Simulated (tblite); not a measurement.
Molecular dynamics, with input and output: C$_{3}$H$_{9}$B (part 2 of 2)

The same run, continued: C$_{3}$H$_{9}$B (trimethylborane), SMILES CB(C)C; GFN2-xTB Langevin dynamics, gas phase (tblite 0.8.0). 

Geometry of the input (Å):
```
C  -0.7802  1.6811  0.1327
B  0.5250  0.8248  -0.0974
C  1.7482  0.9690  0.8887
C  0.6072  -0.1746  -1.3153
H  -0.5455  2.7452  0.1304
H  -1.5618  1.5145  -0.6048
H  -1.2043  1.4772  1.1155
H  1.5598  1.6091  1.7472
H  2.0713  -0.0024  1.2606
H  2.6068  1.3798  0.3573
H  1.5709  -0.6651  -1.4299
H  -0.1465  -0.9547  -1.2078
H  0.3749  0.3287  -2.2530
```

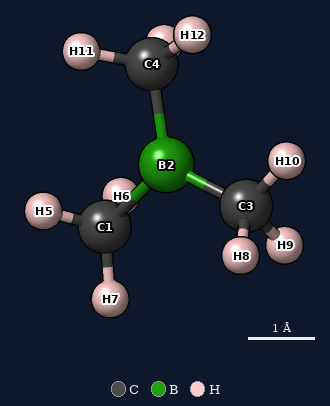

The geometry at step 6650 of the log (ball-and-stick view, seen at a tilt; atoms are numbered from 1 in the order of the input).

## Trajectory as extended XYZ, continued
```
13
Properties=species:S:1:pos:R:3:forces:R:3 step=4550 time_fs=6825.0 energy=-331.95643 temperature=490.9
C     5.0468   -4.5001   -0.4957   -1.4790   0.9360   0.1770
B     3.9153   -5.0633   -1.5142    1.5260   1.2770   1.6330
C     2.4745   -4.4890   -1.4904   -2.2450  -2.4000  -0.8880
C     4.3318   -6.0636   -2.6060    0.1880  -1.5240   1.0810
H     5.9831   -4.1293   -0.9590   -0.4700  -0.8870   0.5140
H     4.5668   -3.5796   -0.0509    0.7700  -0.8850   0.0600
H     5.1417   -5.2702    0.3092    0.5210   0.8750  -0.7010
H     2.1340   -4.8448   -2.5303   -0.4100   0.9170   1.3260
H     1.8537   -5.1619   -0.7687    0.9460   0.8470  -1.0380
H     2.0683   -3.5011   -1.2877    0.8100   0.0060  -0.0980
H     3.5574   -6.7785   -2.8305   -0.3120  -0.3080  -0.2430
H     4.3851   -5.4031   -3.4228    0.6370   0.3980  -1.3880
H     5.2529   -6.6568   -2.4097   -0.4820   0.7490  -0.4360
13
Properties=species:S:1:pos:R:3:forces:R:3 step=4900 time_fs=7350.0 energy=-332.14491 temperature=551.7
C     5.2584   -3.5904   -0.7178    0.0860   2.8180  -0.2830
B     3.9412   -4.3253   -1.1461   -0.1840   0.2610   0.4100
C     2.9639   -4.8667   -0.0378   -1.4860   0.5460   0.1310
C     3.5984   -4.4132   -2.6558   -1.5200  -1.8710  -1.6490
H     5.3766   -3.0386    0.2434   -0.4660  -1.1800  -0.0900
H     6.0982   -4.2375   -0.8477    0.5540  -0.2340  -0.1010
H     5.4006   -2.6779   -1.3930    0.0780  -1.3410   0.1510
H     2.3822   -3.9914    0.4240    0.5630  -1.1480  -0.8010
H     2.2362   -5.6824   -0.3010    0.6020   1.0050   0.0350
H     3.5385   -5.2235    0.7809    0.4810  -0.4350   0.7710
H     3.2808   -5.4469   -2.9855   -0.3100   0.3850   1.0100
H     2.6739   -3.8323   -2.9161    1.0330  -0.1340   0.2250
H     4.3420   -4.3477   -3.4357    0.5700   1.3280   0.1890
13
Properties=species:S:1:pos:R:3:forces:R:3 step=5250 time_fs=7875.0 energy=-332.05044 temperature=410.9
C     4.4523   -2.4288   -1.6117   -0.4400  -3.3220   0.5180
B     3.1125   -3.2407   -2.2444    1.4220   2.3550   0.1950
C     2.1180   -3.6957   -1.1069    0.1550  -2.1640  -1.1420
C     2.7367   -3.2715   -3.8020   -0.7670   0.1000   1.8390
H     5.1729   -1.8641   -2.1305    0.2300   0.5660  -1.1610
H     4.0645   -1.8669   -0.8148   -0.5110   1.1150   0.8620
H     5.0909   -3.1876   -1.0400   -0.7580   0.5010  -0.7560
H     2.2783   -3.2485   -0.1649    0.1250   0.5100   0.8640
H     1.0508   -3.6298   -1.3661    0.4590  -0.2070   0.1150
H     2.3894   -4.8083   -0.9598   -0.6890   1.3260  -0.1320
H     1.6504   -3.3776   -3.8593    0.2530  -0.2830  -0.4360
H     3.0393   -2.5066   -4.4738    0.3170   0.8670  -0.0700
H     3.2519   -4.1313   -4.1230    0.2040  -1.3650  -0.6960
13
Properties=species:S:1:pos:R:3:forces:R:3 step=5600 time_fs=8400.0 energy=-331.55292 temperature=559.9
C     4.3463   -1.8755   -1.9751   -0.1560  -2.5050  -1.0620
B     3.3612   -1.4609   -3.1202   -0.5570   1.6810   1.8700
C     2.2922   -2.4133   -3.6073    1.1120  -0.1240  -4.1080
C     3.4728    0.1068   -3.3397    1.2730  -0.8950   1.1950
H     4.4103   -1.2812   -1.1487   -0.0450   1.7720   1.9640
H     4.5900   -2.8954   -1.6102   -0.9380   0.2030  -0.4340
H     5.1540   -1.6420   -2.5901    2.3370   0.3770  -0.6860
H     1.6991   -2.1647   -4.5361    0.7840   0.0390   0.6600
H     2.9595   -3.2517   -3.8782   -1.1050  -0.4920   0.2810
H     1.5700   -2.5784   -2.9150   -1.5580  -1.1520   2.1340
H     4.5255    0.3115   -3.3873    0.9100   0.2060  -0.0230
H     3.1318    0.4895   -4.2331   -1.4510   0.9060  -1.5300
H     3.1927    0.6698   -2.4524   -0.6050  -0.0150  -0.2600
13
Properties=species:S:1:pos:R:3:forces:R:3 step=5950 time_fs=8925.0 energy=-331.68724 temperature=704.6
C     3.6985   -1.2440   -2.8139   -0.1000   0.0590   2.0860
B     3.1572   -1.1289   -4.2546    1.0120  -3.0220  -1.0080
C     3.5240   -2.3550   -5.3903   -0.5140   0.5490   0.1010
C     2.7970    0.2559   -4.7354   -0.0780   1.4120  -0.8710
H     4.7499   -1.1205   -2.7626    1.4580  -0.2760  -0.7500
H     3.4509   -0.3649   -2.2416   -0.8230   0.6330   0.2770
H     3.5613   -2.0429   -2.0633   -0.4590  -0.2560  -0.9660
H     3.1621   -3.4285   -5.1078    1.1990   1.9550  -0.3090
H     3.0479   -2.1473   -6.3976    0.5190  -0.1560   1.1460
H     4.6616   -2.2303   -5.5576   -1.7990  -0.7890   0.3990
H     2.1422    0.2985   -5.6066    0.8210   0.0290  -0.5720
H     2.3218    0.9687   -4.1082   -0.5800   0.2250   1.3220
H     3.8005    0.7441   -4.8232   -0.6570  -0.3630  -0.8540
13
Properties=species:S:1:pos:R:3:forces:R:3 step=6300 time_fs=9450.0 energy=-331.99723 temperature=738.2
C     1.6309   -0.7452   -7.1374   -2.8670   0.2690   0.2450
B     2.8478    0.1221   -7.0387    2.2290   1.6500  -0.5070
C     4.1669   -0.6416   -7.6044   -0.7320   3.1530  -0.4220
C     2.6515    1.7029   -6.7948   -0.8820  -1.1590   0.6240
H     1.7991   -1.7854   -7.2291    0.0330  -1.0640   0.2610
H     0.7646   -0.5429   -6.4213    1.0680  -0.3430  -0.9260
H     1.2750   -0.4452   -8.1432   -0.2630  -0.1200   0.3330
H     5.1271   -0.1470   -7.7770   -0.4430   0.1790   0.0200
H     4.2688   -1.3013   -6.8479    0.8620  -2.5430   2.2120
H     3.8512   -1.1452   -8.4681   -0.0620  -0.7670  -1.1910
H     1.8269    1.9224   -7.4838    0.1180   0.3500   0.2770
H     2.2588    1.9128   -5.7473    0.7890   0.0430  -1.3690
H     3.4998    2.2874   -7.1005    0.1510   0.3530   0.4430
13
Properties=species:S:1:pos:R:3:forces:R:3 step=6650 time_fs=9975.0 energy=-331.97164 temperature=495.8
C     0.2219   -0.3750   -9.3603    2.2500   1.1830   0.8330
B     0.9763    0.1073   -7.9387   -0.7940  -0.8450  -2.5940
C     2.4749   -0.0012   -7.8672    2.8590  -1.3150   0.4150
C     0.1577    0.9382   -6.9099   -0.4020  -2.0580   0.4470
H    -0.5567   -0.9258   -8.9684   -2.0710  -0.9690   0.0520
H    -0.0715    0.5970   -9.7369   -0.5730  -0.1870  -0.4120
H     0.7062   -0.9478  -10.1848    0.0280   0.5430   1.0350
H     2.9826   -0.9931   -7.7776   -1.0130  -0.0430  -0.3240
H     2.9859    0.3482   -8.7736   -0.2670   0.4300   0.2830
H     2.9041    0.4250   -6.9729    0.1690   0.9500   0.1040
H    -0.7554    0.3515   -6.6345    0.5410   0.7870  -0.0250
H     0.7596    1.0972   -6.0224   -0.3460   0.4810   0.1170
H    -0.1360    1.8159   -7.4193   -0.3830   1.0430   0.0700
13
Properties=species:S:1:pos:R:3:forces:R:3 step=7000 time_fs=10500.0 energy=-331.90472 temperature=687.6
C     1.0602   -1.4612   -8.8443    1.2580  -1.1990  -2.9740
B     1.2236   -0.3244   -7.7671   -0.5740  -0.3600  -1.8600
C     2.3319   -0.5782   -6.7157   -0.0300   0.6810   1.6800
C     0.1809    0.8777   -7.9597    1.3990   0.8680  -0.1810
H     1.7100   -2.3650   -8.9830    0.7930   1.0100   0.9460
H     0.2075   -2.0299   -8.6154   -1.9570  -0.0770   0.2130
H     1.0135   -1.2032   -9.9791   -0.5330   0.3610   1.8940
H     1.9192   -0.4006   -5.6507    0.9050  -0.2450  -1.4440
H     2.6718   -1.6184   -6.8045    0.1390   0.5140   0.3270
H     3.1985    0.1161   -6.8658   -0.7060  -0.6680   0.3060
H     0.3119    1.5448   -7.1363   -0.5240   0.3630   1.0600
H     0.4532    1.6047   -8.7738   -0.2670  -1.2040   0.0900
H    -0.8554    0.5898   -8.0728    0.0960  -0.0440  -0.0570
13
Properties=species:S:1:pos:R:3:forces:R:3 step=7350 time_fs=11025.0 energy=-332.23394 temperature=552.3
C     1.8096   -2.7611   -7.6962    0.1260  -1.5570   0.2020
B     1.7314   -1.3970   -7.0366   -0.0870   2.4480   0.4720
C     2.7914   -1.0326   -5.8906   -0.8310   0.4290  -1.7020
C     0.5906   -0.2933   -7.3347    0.5860  -0.8520   0.8540
H     2.7275   -3.3176   -7.4059   -0.7080   0.1190  -0.0570
H     0.9138   -3.2619   -7.2399    0.7580  -0.1030  -0.7460
H     1.7811   -2.8177   -8.7793   -0.4590   0.0120   0.0270
H     2.9730    0.0370   -5.8012    0.5590  -0.0950  -0.3500
H     2.2081   -1.2016   -5.0230    0.1010  -0.8950   1.2180
H     3.6699   -1.6394   -6.0778    0.1220   0.2900   0.9380
H    -0.3468   -0.5337   -6.8724   -0.4100  -0.3620   0.6300
H     0.8448    0.6861   -7.0024    0.3690   0.6580   0.4900
H     0.3135   -0.1752   -8.3309   -0.1260  -0.0910  -1.9770
13
Properties=species:S:1:pos:R:3:forces:R:3 step=7700 time_fs=11550.0 energy=-331.95634 temperature=404.4
C     2.5757   -3.1964   -6.9983   -0.2420  -1.1640  -1.6460
B     2.9222   -1.9569   -6.1508    0.0240   0.2060   0.6420
C     2.9267   -2.0682   -4.5515   -0.0220  -1.2680   0.2010
C     3.7179   -0.8782   -6.9801   -0.0190  -0.7490  -0.9210
H     3.5290   -3.4551   -7.5729   -1.1990  -0.2050   0.9160
H     2.1334   -4.0571   -6.4874    0.5780  -0.0270   0.0530
H     1.8526   -3.0443   -7.8324    0.4290   0.3880   0.4810
H     2.3015   -2.9755   -4.1877    1.0650   1.4680  -0.5050
H     4.0086   -2.3724   -4.5451   -0.7130  -0.0630   0.5290
H     2.8306   -1.2795   -3.7697   -0.0600  -0.3590  -1.1250
H     4.3044   -1.2822   -7.8405   -1.1050   0.0410   0.1320
H     3.0351   -0.1084   -7.3298    0.4420   0.2430   0.0550
H     4.5209   -0.5422   -6.4050    0.8210   1.4900   1.1880
13
Properties=species:S:1:pos:R:3:forces:R:3 step=8050 time_fs=12075.0 energy=-332.06831 temperature=431.0
C     3.9395   -3.1368   -6.6377    3.4530   0.8280  -2.1040
B     3.7005   -1.6134   -6.6620   -2.1420   0.8110  -1.1740
C     2.1859   -1.0955   -6.9903    1.0060  -1.0180  -0.0280
C     4.8096   -0.5856   -6.6959    0.7540   2.0730  -1.8830
H     3.5118   -3.5151   -5.8004   -0.9470  -1.4990   2.3260
H     3.5610   -3.6333   -7.5100   -0.4280  -0.2310  -0.2850
H     5.0773   -3.3187   -6.6821   -1.5640  -0.1730   0.4680
H     1.6017   -2.0474   -7.0722   -0.2400   1.4740  -0.0140
H     1.8404   -0.3892   -6.2460   -0.3760  -0.3790   0.3070
H     2.1738   -0.4888   -7.9099   -0.0620  -0.6780   0.1360
H     4.5165    0.4889   -6.5939    0.1400  -0.8760   0.0020
H     5.6021   -0.7811   -6.0634    1.4060  -0.3040   1.9630
H     5.4107   -0.6269   -7.6510   -1.0010  -0.0290   0.2840
13
Properties=species:S:1:pos:R:3:forces:R:3 step=8400 time_fs=12600.0 energy=-331.72967 temperature=714.7
C     4.8651   -3.1860   -6.0867    1.4400  -2.5080   0.9510
B     4.9396   -1.7408   -6.3174    2.7760   2.0940   0.1410
C     4.0927   -1.1105   -7.3360   -3.1540  -0.0640  -2.9710
C     6.1842   -0.9249   -5.7580    2.0770  -0.2760   0.3440
H     5.8315   -3.4918   -5.7043    0.6440  -0.4510  -0.1910
H     4.2894   -3.4879   -5.2757   -1.6660  -0.4050   1.3850
H     4.6195   -3.8252   -6.8979   -0.3490  -0.3280  -0.7920
H     4.3627   -0.3693   -8.0652    0.7130   0.2250  -0.1190
H     3.3717   -1.7975   -7.8722    1.0240   0.1220   0.0620
H     3.3636   -0.6248   -6.7579   -1.0910   1.3050   1.2600
H     6.3050   -0.9407   -4.6478   -0.2720   0.1230  -0.7930
H     7.1889   -1.3561   -6.1192   -1.4460  -0.1100   0.4300
H     6.3345    0.0878   -6.1241   -0.6960   0.2740   0.2920
```

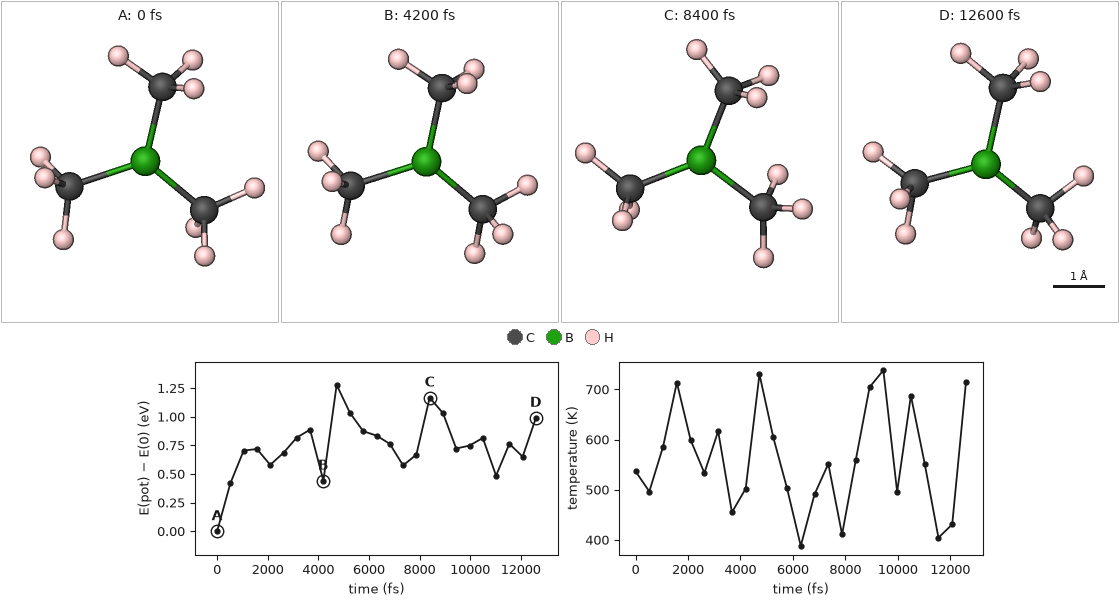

Frames of the molecular dynamics (ball-and-stick, seen at a tilt) above the curves, on which the letters mark them. The trajectory kept here has 25 frames over 12600 fs. The temperature starts at 537 K, ranges from 388 to 738 K and averages 548 K over the second half. The potential energy ends 0.990 eV above its first value. After an unweighted best fit of the last frame on the first, the root-mean-square displacement is 1.41 Å.
